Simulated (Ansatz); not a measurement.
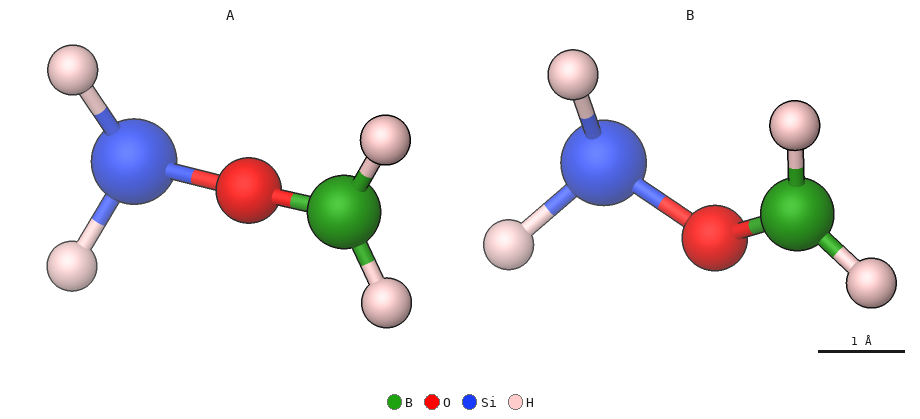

Two geometries of BSiH4O (multiplicity 2), drawn at one scale. One is the start of a relaxation, the other its converged end. A ball-and-stick model, seen at a tilt.

Computed with Ansatz 0.2.0, UKS PBE0-D4/def2-TZVP. Set-up: force threshold 0.005 eV/Å; at most 200 steps.

Question: Which geometry has the lower energy?

Answer: Structure B is the relaxed one. The energy falls by 4.96 kcal/mol in 16 accepted moves (21 points after the start). Largest force component: 0.88 eV/Å at the start, 0.0034 eV/Å at the end. The line search rejected the trial steps at points 2, 3, 6, 12, 20 of the run. The forces were under the threshold at step 18, but the run went on from there. The atom that moves furthest after the best rigid fit is the O atom (0.64 Å). By element the largest moves are O 0.64 Å, H 0.63 Å, Si 0.12 Å, B 0.10 Å. Some distances before and after: O–Si 1.597 → 1.660 Å, H–Si 1.454 → 1.492 Å, B–O 1.317 → 1.350 Å, B–H 1.180 → 1.198 Å. Among the angles between lasting bonds that change: B–O–Si 178.8° → 131.5°, H–Si–H 117.6° → 111.7°, O–Si–H 109.8° → 107.1°. The run took 71 s on 2 threads of Arm Neoverse V1 (shared host).
